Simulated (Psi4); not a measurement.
# AlNH2F (SMILES [NH2][Al][F]): UPBE0/cc-pVDZ (Cholesky decomposition, cholesky tolerance 1e-05, sweep point 7)

What is the vertical doublet–quartet gap of AlNH2F at UPBE0/cc-pVDZ (Cholesky decomposition, cholesky tolerance 1e-05, sweep point 7)? 

Program for the calculation: Psi4 1.11.

2 further runs of the same task are left out: 2 set aside as unsound or not needed.

### Step 1. The structure to begin with

The species is AlNH2F (5 atoms), meant as a doublet with charge 0. SMILES: `[NH2][Al][F]`. Geometry: relaxed at PBE0-D4/def2-TZVP. This is one conformer, not always the lowest.

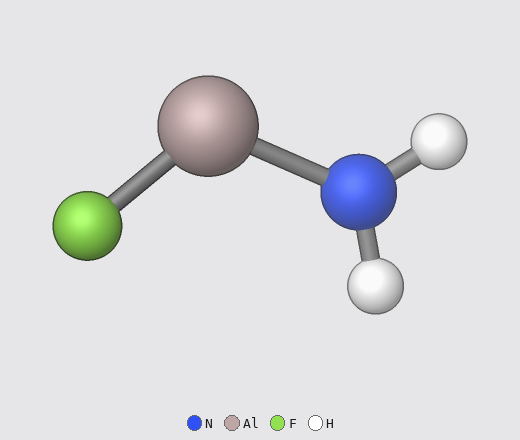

The structure, seen from a chosen angle (nitrogen blue, aluminium light grey, fluorine green, hydrogen white).

### Step 2. A single-point energy at UPBE0/cc-pVDZ (Cholesky decomposition, cholesky tolerance 1e-05, sweep point 7)

input.dat

```
memory 1.6 GB

molecule mol {
  0 2
  N     -0.384700     0.499000    -0.263800
  Al     0.632000    -0.282800     0.949500
  F      1.228700    -1.786800     0.590000
  H     -0.804300     1.408300    -0.162700
  H     -0.621700     0.088600    -1.154400
  symmetry c1
}

set {
  basis cc-pVDZ
  reference uks
  puream true
  scf_type cd
  dft_radial_points 99
  dft_spherical_points 590
  cholesky_tolerance 1e-05
  maxiter 150
}

energy("pbe0")
```

The run is started by

```
$ psi4 -i input.dat -o output.dat -n 1
```

output.dat:

```text
[...]
  Running in c1 symmetry.
[...]
  Nuclear repulsion =   91.986394529846010
[...]
  Multiplicity = 2
[...]
  Nalpha       = 16
  Nbeta        = 15
[...]
    Number of basis functions: 56
[...]
   @UKS iter   1:  -397.69506614983328   -3.76542e-01   1.55812e-02 ADIIS/DIIS
[...]
   @UKS iter   9:  -398.01676530890791   -3.27826e-08   7.49474e-07 DIIS
[...]
   @S^2 Observed:                7.520770348E-01
[...]
    Orbital Energies [Eh]
    ---------------------
    Alpha Occupied:
       1A    -56.191518     2A    -24.732095     3A    -14.372967
       4A     -4.207519     5A     -2.737999     6A     -2.737523
       7A     -2.734638     8A     -1.162421     9A     -0.856810
      10A     -0.497270    11A     -0.475165    12A     -0.426914
      13A     -0.403853    14A     -0.398942    15A     -0.277532
      16A     -0.224509
    Alpha Virtual:
      17A     -0.018768    18A      0.042388    19A      0.048997
      20A      0.129085    21A      0.137057    22A      0.195512
      23A      0.223996    24A      0.284147    25A      0.290055
[...]
  @UKS Final Energy:  -398.01676530890791
   => Energetics <=
    Nuclear Repulsion Energy =             91.9863945298460095
    One-Electron Energy =                -735.7345271823257917
    Two-Electron Energy =                 273.4317547180812653
    DFT Exchange-Correlation Energy =     -27.7003873745094218
    Empirical Dispersion Energy =           0.0000000000000000
    VV10 Nonlocal Energy =                  0.0000000000000000
    Total Energy =                       -398.0167653089079067
[...]
 Multipole Moments:
 ------------------------------------------------------------------------------------
     Multipole            Electronic (a.u.)      Nuclear  (a.u.)        Total (a.u.)
 ------------------------------------------------------------------------------------
 L = 1.  Multiply by 2.5417464519 to convert [e a0] to [Debye]
 Dipole X            :          2.5958780           -3.0816253           -0.4857472
 Dipole Y            :         -2.5378192            3.3503810            0.8125618
 Dipole Z            :          2.5423341           -2.6717854           -0.1294513
 Magnitude           :                                                    0.9554919
[...]
```

It took 16 s on 1 thread of Intel Xeon Platinum 8259CL at 2.50GHz (Skylake/Cascade Lake), shared host; peak memory 0.74 GiB.

### Step 3. The quartet, same level

alfh2n.in

```
memory 1600 mb

molecule {
  0 4
  N     -0.384700     0.499000    -0.263800
  Al     0.632000    -0.282800     0.949500
  F      1.228700    -1.786800     0.590000
  H     -0.804300     1.408300    -0.162700
  H     -0.621700     0.088600    -1.154400
  units angstrom
  symmetry c1
}

set globals {
  basis                cc-pVDZ
  reference            uks
  puream               true
  scf_type             cd
  dft_radial_points    99
  dft_spherical_points 590
  cholesky_tolerance   1e-05
  maxiter              150
}

e_tot, wfn = energy('pbe0', return_wfn=True)
print_variables()
```

The run is started by

```
$ psi4 alfh2n.in alfh2n.out -n 1
```

alfh2n.out:

```text
[...]
  Running in c1 symmetry.
[...]
  Nuclear repulsion =   91.986394529846010
[...]
  Multiplicity = 4
[...]
  Nalpha       = 17
  Nbeta        = 14
[...]
    Number of basis functions: 56
[...]
   @UKS iter   1:  -397.68397912337122   -3.65455e-01   1.03577e-02 DIIS/ADIIS
[...]
   @UKS iter   9:  -397.82144652913536   -1.99257e-08   3.99541e-07 DIIS
[...]
   @S^2 Observed:                3.753783167E+00
[...]
    Orbital Energies [Eh]
    ---------------------
    Alpha Occupied:
       1A    -56.165175     2A    -24.707165     3A    -14.551630
       4A     -4.186083     5A     -2.717030     6A     -2.715135
       7A     -2.714552     8A     -1.139636     9A     -1.032380
      10A     -0.640876    11A     -0.575786    12A     -0.489754
      13A     -0.429381    14A     -0.384557    15A     -0.380389
      16A     -0.221169    17A     -0.096389
    Alpha Virtual:
      18A     -0.008490    19A      0.034589    20A      0.055383
      21A      0.091079    22A      0.200552    23A      0.215197
      24A      0.275868    25A      0.279250    26A      0.283670
[...]
  @UKS Final Energy:  -397.82144652913536
   => Energetics <=
    Nuclear Repulsion Energy =             91.9863945298460095
    One-Electron Energy =                -734.6920890108190179
    Two-Electron Energy =                 272.5519977209850140
    DFT Exchange-Correlation Energy =     -27.6677497691474237
    Empirical Dispersion Energy =           0.0000000000000000
    VV10 Nonlocal Energy =                  0.0000000000000000
    Total Energy =                       -397.8214465291353577
[...]
 Multipole Moments:
 ------------------------------------------------------------------------------------
     Multipole            Electronic (a.u.)      Nuclear  (a.u.)        Total (a.u.)
 ------------------------------------------------------------------------------------
 L = 1.  Multiply by 2.5417464519 to convert [e a0] to [Debye]
 Dipole X            :          1.4626534           -3.0816253           -1.6189719
 Dipole Y            :         -1.7928480            3.3503810            1.5575330
 Dipole Z            :          1.0604171           -2.6717854           -1.6113683
 Magnitude           :                                                    2.7646857
[...]
```

Wall time 17 s (1 thread of Intel Xeon Platinum 8259CL at 2.50GHz (Skylake/Cascade Lake), shared host); peak memory 0.74 GiB.

### Step 4. Results

Level: UPBE0/cc-pVDZ (Cholesky decomposition, cholesky tolerance 1e-05, sweep point 7).

| quantity | value |
| --- | --- |
| doublet: total energy | -398.01677 Eh |
| doublet: dipole moment | 2.43 D |
| doublet: HOMO energy (highest over α and β) | -6.11 eV |
| doublet: LUMO energy (lowest over α and β) | -2.46 eV |
| doublet: ⟨S²⟩ | 0.752 |
| quartet: total energy | -397.82145 Eh |
| quartet: dipole moment | 7.03 D |
| quartet: HOMO energy (highest over α and β) | -2.62 eV |
| quartet: ⟨S²⟩ | 3.754 |
| vertical energy of the quartet above the doublet | 5.315 eV |

At this shape the quartet lies 5.31 eV (513 kJ/mol) above the doublet.
